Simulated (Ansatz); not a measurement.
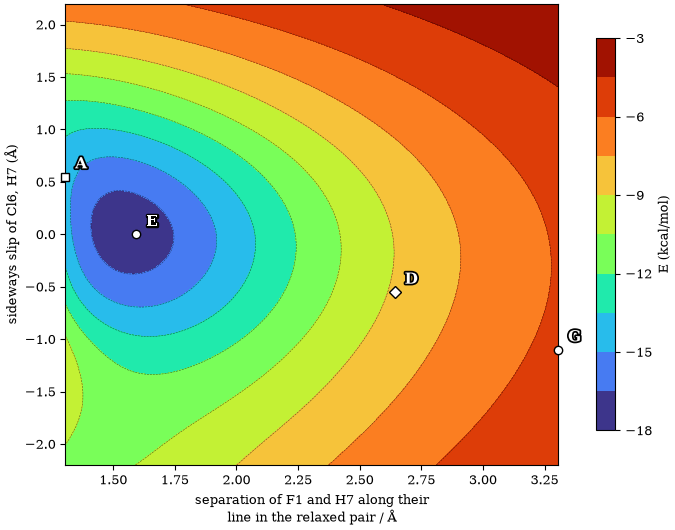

The pair BF₄···ClH, charge −1. First axis: separation of F1 and H7 along their line in the relaxed pair. Second axis: sideways slip of Cl6, H7. Nothing is relaxed (both partners rigid). Grid: 9 × 9 points. Points are written as (first, second). All energies are given in kcal/mol relative to the ion and the molecule far apart, frozen as in the relaxed pair, each in its own basis (no counterpoise correction). Computed with RKS B3LYP-D4/def2-SVPD in Ansatz 0.2.0.

In the figure: filled contours, lettered points. Between grid points the surface is interpolated.

Q: What kind of point is each of D, E: minimum, saddle, maximum or slope?

A: D: on a slope; E: minimum. (In these two coordinates alone; a stationary point may lie a little off the grid point.)

Q: Rank the lettered points by energy, lowest first.

A: E (−17.3 kcal/mol), A (−14.4 kcal/mol), D (−8.8 kcal/mol), G (−5.6 kcal/mol).
